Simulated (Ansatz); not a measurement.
CH5AsSi (SMILES C1[SiH2][AsH]1)

```yaml
atoms:
  - { symbol: C, position_ang: [-0.7703, 0.0179, -0.5760] }
  - { symbol: Si, position_ang: [0.7078, 0.6631, 0.3157] }
  - { symbol: As, position_ang: [-0.5381, -1.1227, 1.1072] }
  - { symbol: H, position_ang: [-0.6672, -0.5240, -1.5093] }
  - { symbol: H, position_ang: [-1.6907, 0.5918, -0.5223] }
  - { symbol: H, position_ang: [0.5813, 1.9739, 0.9905] }
  - { symbol: H, position_ang: [2.0408, 0.4223, -0.2771] }
  - { symbol: H, position_ang: [0.4284, -2.0794, 0.4156] }
```

Geometry: PBE0-D4/def2-TZVP.

The calculation used RKS PBE0-D4/def2-TZVPP (Ansatz 0.2.0).

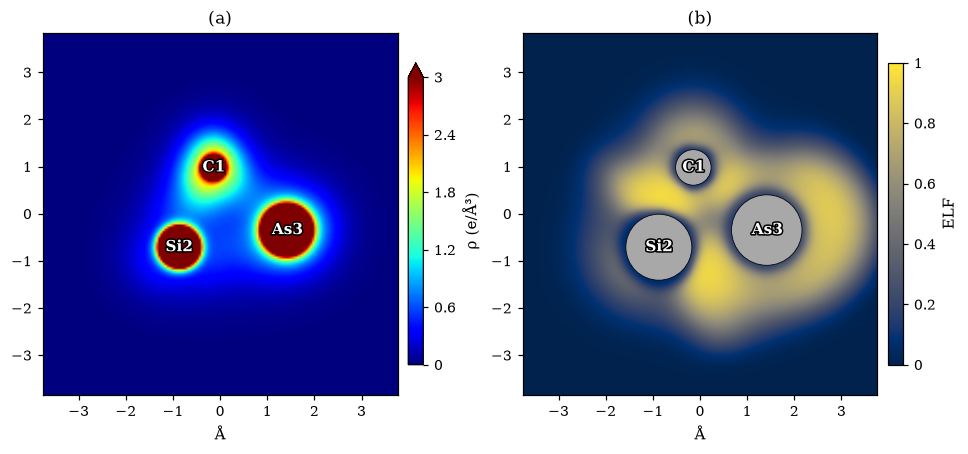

Figure 1. (a) electron density; (b) ELF on the plane of atoms C1, As3 and Si2. Grey discs cover the atomic cores in the ELF map.

> Read the bonding off the picture.

The plane passes through C, Si and As nuclei.
C–Si (1.84 Å): the density is about 0.96 e/Å³ at the midpoint; the ELF peaks at about 0.90 between the atoms; localised, covalent bonding.
C–As (2.05 Å): ρ is about 0.77 e/Å³ halfway; the ELF peaks at about 0.85 between the atoms: a shared electron pair.
Si–As (2.32 Å): ρ at the midpoint is about 0.6 e/Å³; the ELF peaks at about 0.75 between the atoms.
The ELF also peaks beside As3, away from the bonds: lone-pair regions.

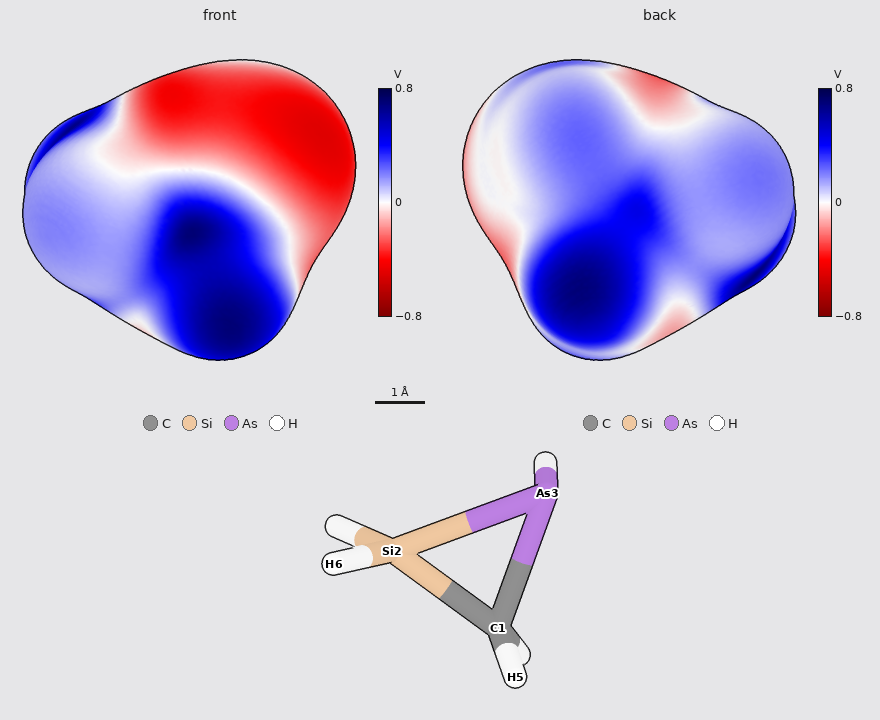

Figure 2. The electrostatic potential painted on the density surface at 0.001 e/bohr³, seen from the front and from behind; red is negative and blue positive. The bare structure is drawn below in the same view.

> Describe the electrostatic potential map.

The most negative region (about −0.5 V, or −12 kcal/mol for a unit charge) lies over As3, the most positive (about +0.7 V, or +16 kcal/mol for a unit charge) over Si2, H4 and H5.

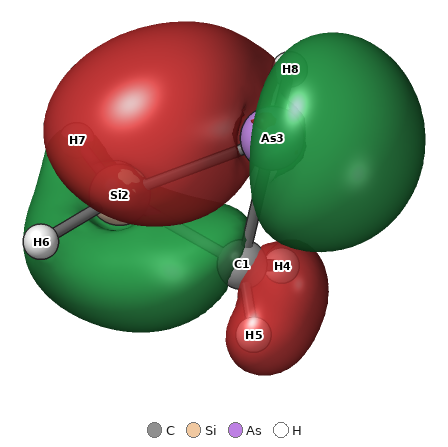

Figure 3. One frontier orbital at ±0.08 Å⁻³ᐟ² (green and red are the two phases), seen at a tilt.

> Which orbital is it: HOMO or LUMO?

The HOMO, at −6.89 eV. Its weight (Hirshfeld) is mainly on As3 (about 50 %), Si2 (about 30 %) and C1 (about 10 %).
